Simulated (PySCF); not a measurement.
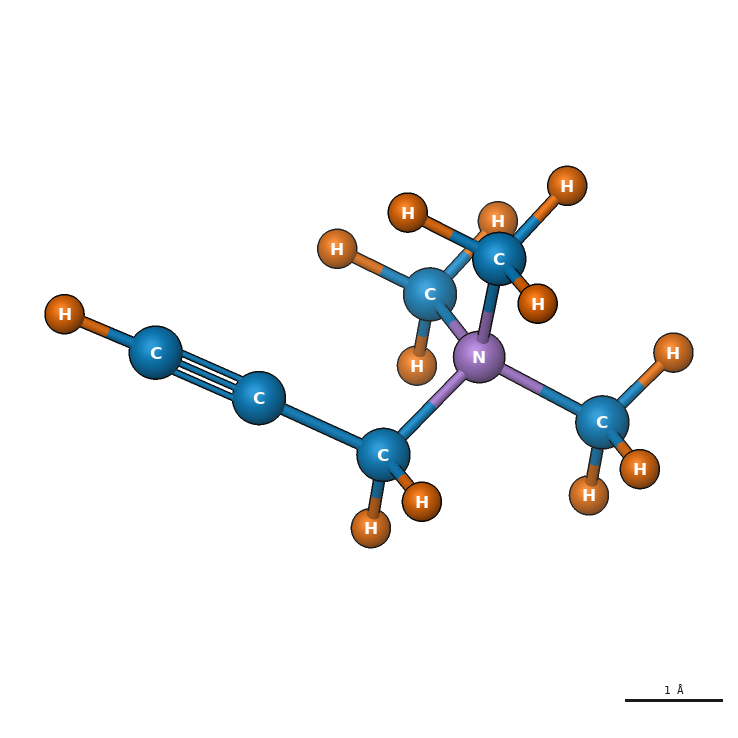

Ball-and-stick drawing of a structure. Double and triple bonds are drawn as two and three sticks.

Charge +1, singlet. The computed structure is the end point of a GFN2-xTB optimisation. No frequency run is at hand to confirm it as a minimum.

Question: What is the molecular formula?

Answer: C₆H₁₂N⁺, 19 atoms: 6 carbon, 12 hydrogen and 1 nitrogen.

Question: How many bonds of each kind are drawn?

Answer: 12 C–H, 4 C–N, 2 C–C.

More results for the same structure follow; atom numbers are the same in all pictures, views and colours differ.

## Shape

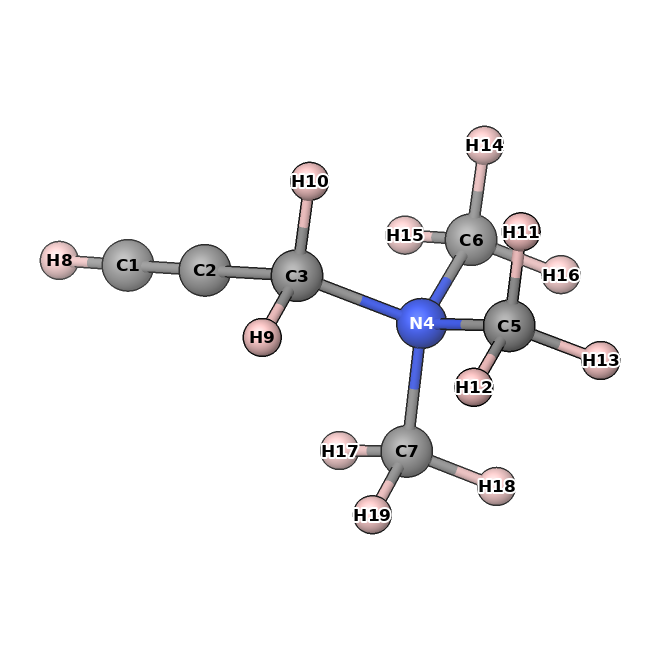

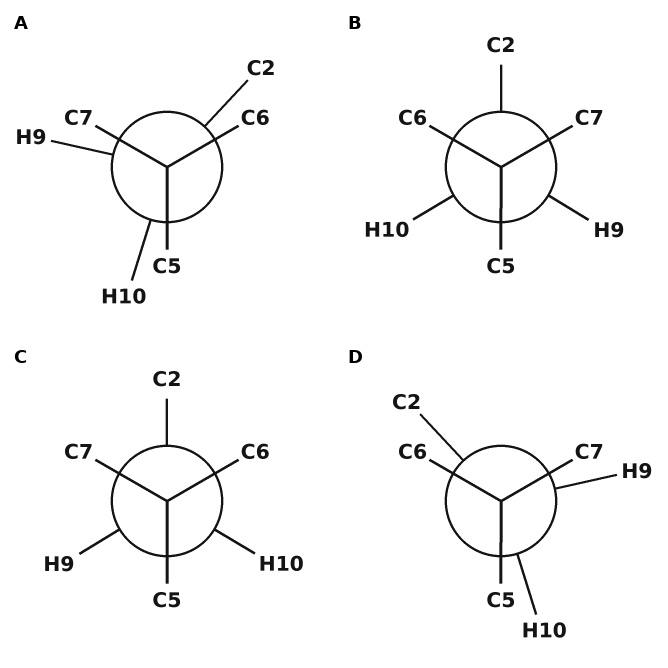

Depth is shown by fading: the farther an atom, the more it takes the colour of the background. Bonds that would overlap in a projection are set slightly apart. No frequency run is at hand to confirm it as a minimum.

Question: Which Newman projection shows the view along N4–C3, with N4 in front?

Answer: B. The torsion angle C5–N4–C3–C2 is 180°, antiperiplanar (anti).

## Electronic properties

No frequency run is at hand to confirm it as a minimum. Method: PBE0/pcSseg-1, gas phase (PySCF 2.14.0).

Predict the main results.

- HOMO energy (Kohn–Sham orbital): −12.34 eV
- LUMO energy (Kohn–Sham orbital): −4.12 eV
- HOMO–LUMO gap: 8.22 eV

## Bond orders

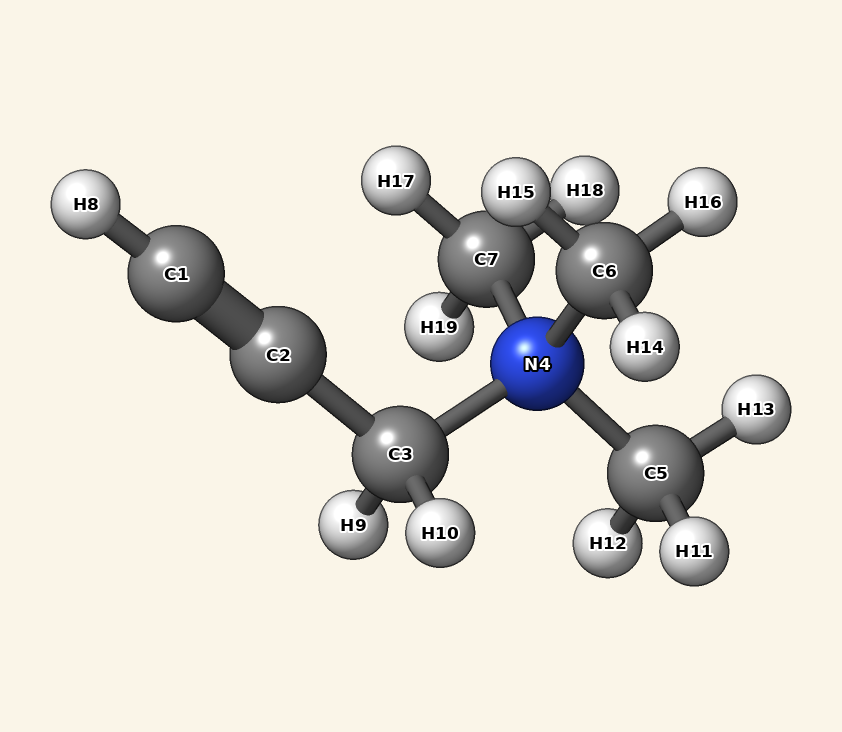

The thickness of each stick grows with its Mayer bond order. No frequency run is at hand to confirm it as a minimum. Method: PBE0/pcSseg-1 (PySCF 2.14.0).

List the Mayer bond orders of C1–C2, C1–H8, C2–C3, C3–N4, C3–H9, N4–C5, N4–C6, C5–H11, C5–H13, C6–H15, C6–H16, C6–H14 (one bond of each equivalent set).

```json
{"bond": "C1–C2", "Mayer order": "2.47", "length (Å)": "1.197"}
{"bond": "C1–H8", "Mayer order": "1.16", "length (Å)": "1.050"}
{"bond": "C2–C3", "Mayer order": "1.11", "length (Å)": "1.450"}
{"bond": "C3–N4", "Mayer order": "0.85", "length (Å)": "1.495"}
{"bond": "C3–H9", "Mayer order": "0.90", "length (Å)": "1.094"}
{"bond": "N4–C5", "Mayer order": "0.87", "length (Å)": "1.473"}
{"bond": "N4–C6", "Mayer order": "0.87", "length (Å)": "1.474"}
{"bond": "C5–H11", "Mayer order": "0.94", "length (Å)": "1.089"}
{"bond": "C5–H13", "Mayer order": "0.94", "length (Å)": "1.089"}
{"bond": "C6–H15", "Mayer order": "0.94", "length (Å)": "1.089"}
{"bond": "C6–H16", "Mayer order": "0.95", "length (Å)": "1.088"}
{"bond": "C6–H14", "Mayer order": "0.95", "length (Å)": "1.089"}
```

## Quadrupole coupling

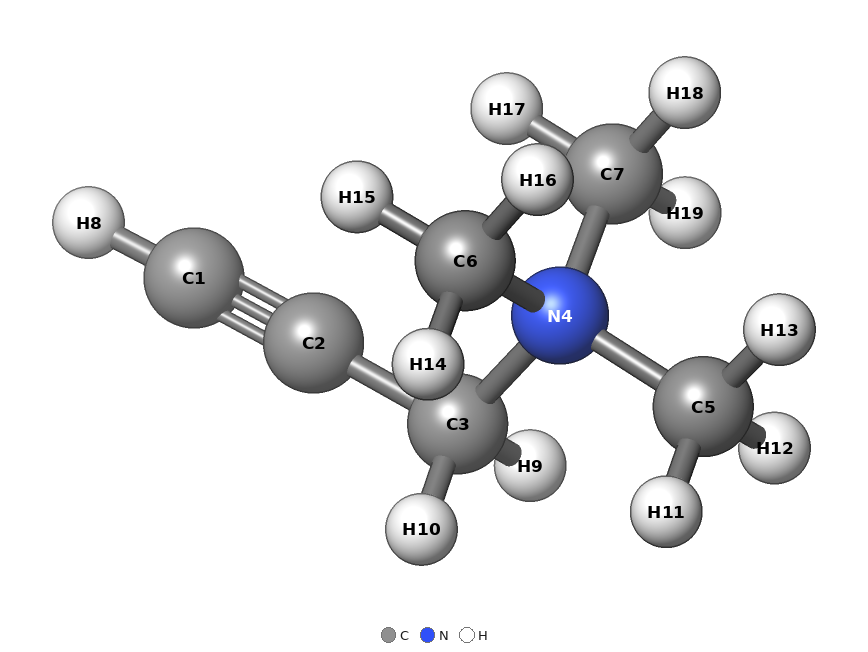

No frequency run is at hand to confirm it as a minimum. Electric field gradients from the ground-state density, PBE0/pcSseg-1 (PySCF 2.14.0), non-relativistic apart from any core potentials.

Give the largest field-gradient component, the quadrupole coupling constant and the asymmetry for 14N at N4 (Q = 20.44 mb), 2H at H8 (Q = 2.86 mb), 2H at H9 (Q = 2.86 mb).

| atom | V_zz (a.u.) | e²qQ/h (MHz) | η |
| --- | --- | --- | --- |
| N4 | 0.053 | 0.254 | 0.27 |
| H8 | 0.383 | 0.258 | 0.02 |
| H9 | 0.284 | 0.191 | 0.08 |
